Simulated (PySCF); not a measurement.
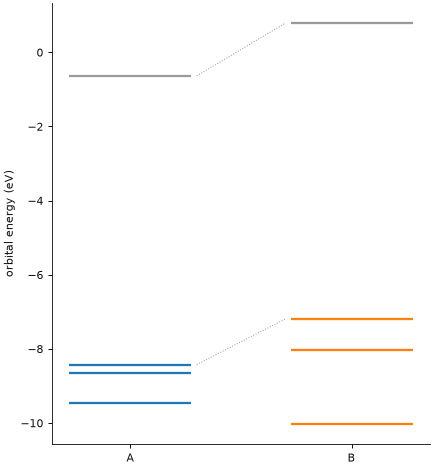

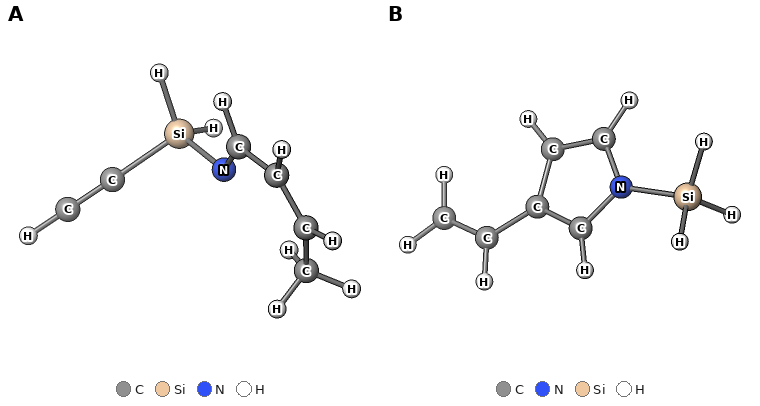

Related molecules: A is C₆H₉NSi, SMILES C#C[SiH2]/N=C/C=C\C; B is C₆H₉NSi, SMILES C=Cc1ccn([SiH3])c1. Frontier orbital energies, CAM-B3LYP/def2-SVPD, PySCF 2.14.0, at a PBE0-D3(BJ)/def2-SVP geometry (no frequency check); drawn are at most three filled levels and, in grey, the LUMO with any level within 0.03 eV of it; dotted lines join the HOMOs and the LUMOs.

What does the change do to the frontier levels?

From A to B the HOMO rises by 1.23 eV and the LUMO rises by 1.42 eV, so the separation goes from 7.79 to 7.98 eV.

Does the ΔSCF ionisation energy follow the HOMO?

A: −ε(HOMO) 8.42, ΔSCF 8.87 eV; B: −ε(HOMO) 7.20, ΔSCF 7.79 eV.

Limits of at least one run: empty levels above zero depend strongly on the basis; one conformer of a flexible molecule.
